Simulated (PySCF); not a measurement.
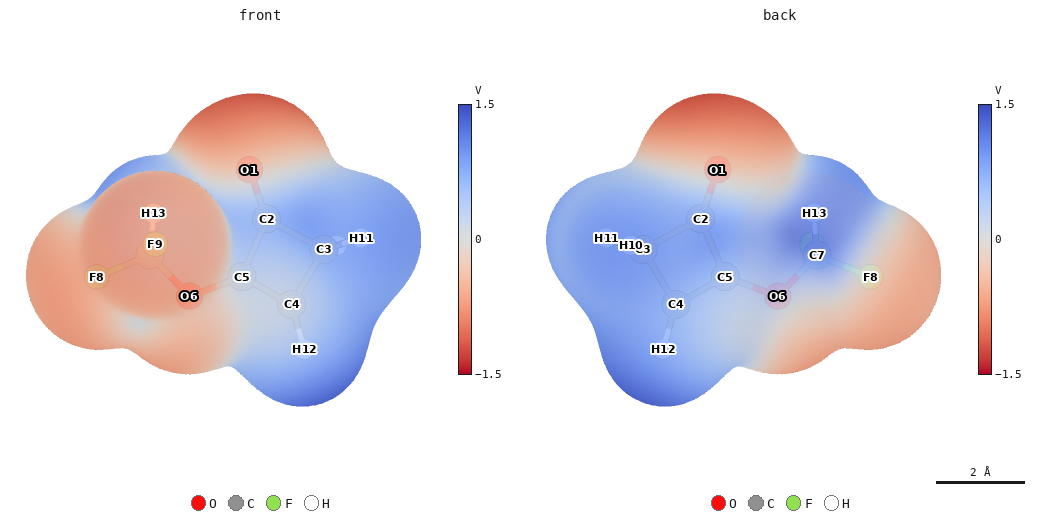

Figure. C$_{5}$H$_{4}$F$_{2}$O$_{2}$ (SMILES O=C1CC=C1OC(F)F). The molecular electrostatic potential painted on the density surface at 0.001 e/bohr³, seen from the front and from behind; the colour scale runs from red (negative) to blue (positive).

Geometry: GFN2-xTB, NEB image 0 of 0 to 8.

Theory: PBE0/pcSseg-1, SCF density, gas phase, non-relativistic in PySCF 2.14.0.

```yaml
atoms:
  - { symbol: O, position_ang: [0.1400, 2.0293, 0.2469] }
  - { symbol: C, position_ang: [0.6134, 0.9404, 0.1119] }
  - { symbol: C, position_ang: [2.0406, 0.3600, 0.0920] }
  - { symbol: C, position_ang: [1.3380, -0.9574, -0.1714] }
  - { symbol: C, position_ang: [0.1025, -0.4300, -0.1380] }
  - { symbol: O, position_ang: [-1.1334, -0.9791, -0.3043] }
  - { symbol: C, position_ang: [-2.2044, -0.1759, -0.0492] }
  - { symbol: F, position_ang: [-3.2306, -0.6058, -0.7939] }
  - { symbol: F, position_ang: [-2.5925, -0.3043, 1.2409] }
  - { symbol: H, position_ang: [2.6708, 0.7382, -0.7112] }
  - { symbol: H, position_ang: [2.5739, 0.4362, 1.0381] }
  - { symbol: H, position_ang: [1.7164, -1.9476, -0.3317] }
  - { symbol: H, position_ang: [-2.0392, 0.8965, -0.2477] }
```

Question: Which sites attract a positive test charge, and which a negative one?

Answer: A positive charge is drawn to the negative regions and a negative charge to the positive ones. The most negative region (about −1.2 V) lies over O1, the most positive (about +1.3 V) over H12. O1 is the likeliest acceptor of a hydrogen bond.

Question: What dipole moment does the calculation give?

Answer: Its dipole moment is 3.44 D.
